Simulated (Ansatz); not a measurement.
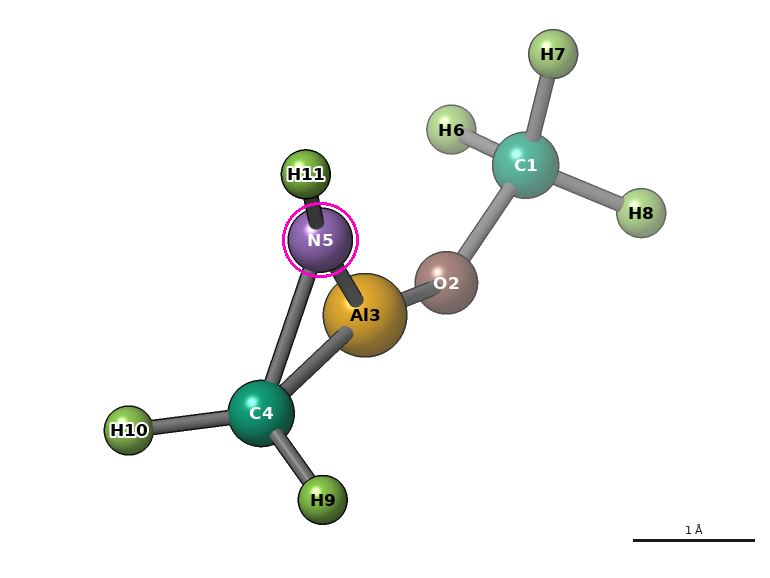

Orthographic view. Atoms fade into the background with distance from the viewer. Computed geometry: PBE-D4/def2-SVP optimisation. No frequency run is at hand to confirm it as a minimum.

> Which atoms are bonded to the circled atom?

The circled atom is N5; it is bonded to Al3, C4, H11.

> What is the shortest path along bonds from the circled atom to H8?

N5–Al3–O2–C1–H8, 4 bonds; through space the two are 5.04 Å apart.

> Which atom is farthest from the viewer?

H6, 3.0 Å behind the mean position.

> Of O2 and Al3, which is nearer the viewer?

Al3; the bond to O2 points away from the viewer, so it looks shorter than its 1.69 Å.
